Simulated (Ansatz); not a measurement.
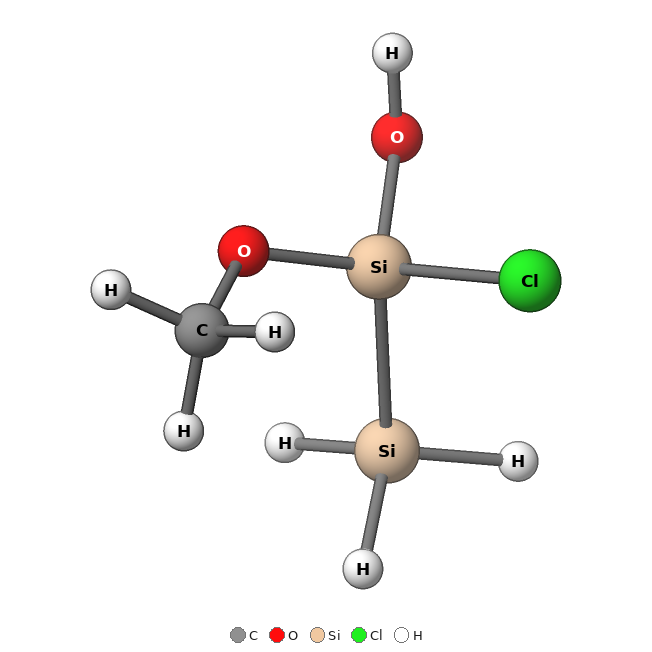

The geometry was computed by an optimisation with PBE0-D4/def2-TZVP. No frequency run is at hand to confirm it as a minimum. Program: Ansatz 0.2.0.

Compare HOMO–LUMO gap (eV) at these levels: B3LYP-D4/def2-TZVPP; PBE-D4/def2-TZVPP; PBE0-D4/def2-TZVPP; r2SCAN-D4/def2-TZVPP; ωB97M-V/def2-TZVPP; ωB97X-V/def2-TZVPP.

```tsv
level	HOMO–LUMO gap (eV)
B3LYP-D4/def2-TZVPP	7.74
PBE-D4/def2-TZVPP	5.95
PBE0-D4/def2-TZVPP	8.13
r2SCAN-D4/def2-TZVPP	6.54
ωB97M-V/def2-TZVPP	12.00
ωB97X-V/def2-TZVPP	12.51
```
